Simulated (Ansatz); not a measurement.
Partial pair distribution functions of a relaxed model of amorphous Hf₁₈O₃₃N₂, broadened by 0.06 Å; density 9.17 g/cm³. Method: PBE, scalar-relativistic without spin-orbit coupling (plane waves to 420 eV, PAW; Ansatz, a first-principles code).

It comes from a melt-quench run on a machine-learned potential (CHGNet), relaxed afterwards by DFT. O and N atoms were pushed apart under 1.9 Å during the dynamics, to hinder bonds among them. The hot cell started wider than the set density and was brought back towards it in steps. It is the lowest in DFT energy of 2 quenches. It is a model cell: composition and starting density were chosen by hand, and all elements were melted together. No dispersion term was used. Its density started from a set value of 9.17 and ended at 9.17 g/cm³. The simulated quench (nominally 300 K/ps over its main leg) is rapid and tends to freeze in more defects than a deposited or slowly cooled glass has. A cell of this size samples the disorder only roughly. The volume was held where the preparation left it, at a PBE pressure of 0.9 GPa. Stress components on the final sampling reach 3.3 GPa.

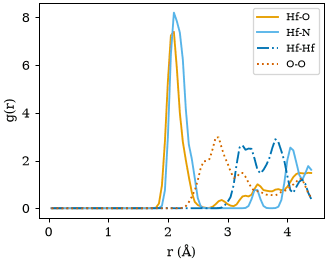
Fig. 1. Partial pair distribution functions

Highest peaks under 4.5 Å: Hf-O near 2.10 Å, Hf-N near 2.10 Å, Hf-Hf near 3.80 Å, O-O near 2.80 Å; pairs of few atoms are noisy.

Within 2.60 Å each Hf has 5.61 O neighbours on average.
